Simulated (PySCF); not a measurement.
SMILES CC(C)C[SiH2]O (C4H12OSi), singlet at its GFN2-xTB optimised geometry (Å):

```
18

C      1.3934    -1.2543     0.0000
C     -0.1319    -1.2543     0.0000
C     -0.6540    -2.0296    -1.2097
C     -0.6872     0.1705     0.0000
Si    -0.2235     1.2174     1.5219
O     -1.2866     2.4342     1.7337
H      1.7745    -2.2723    -0.0518
H      1.7711    -0.7036    -0.8591
H      1.7776    -0.7888     0.9036
H     -0.4772    -1.7605     0.9085
H     -0.2868    -3.0539    -1.1988
H     -1.7418    -2.0573    -1.2102
H     -0.3229    -1.5576    -2.1332
H     -1.7776     0.1113    -0.0621
H     -0.3569     0.6668    -0.9174
H     -0.3894     0.4870     2.7716
H      1.1262     1.7721     1.3625
H     -1.4907     3.0539     1.0392
```

Level of theory: PBE0/def2-SVP (PySCF). Cells within 0.4 Å of a nucleus heavier than hydrogen are left out (blank, or x).

Map of the HOMO amplitude (bohr^(-3/2)) on the plane z = 0.0 Å; orbital energy -7.81 eV, overall sign arbitrary:

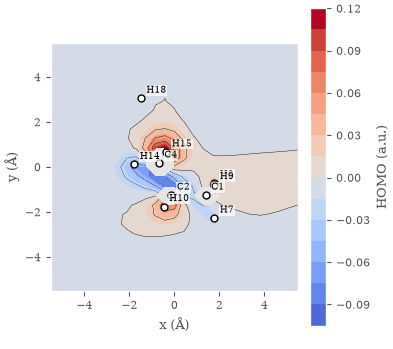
*HOMO amplitude (bohr^(-3/2)) on the plane z = 0.0 Å.*
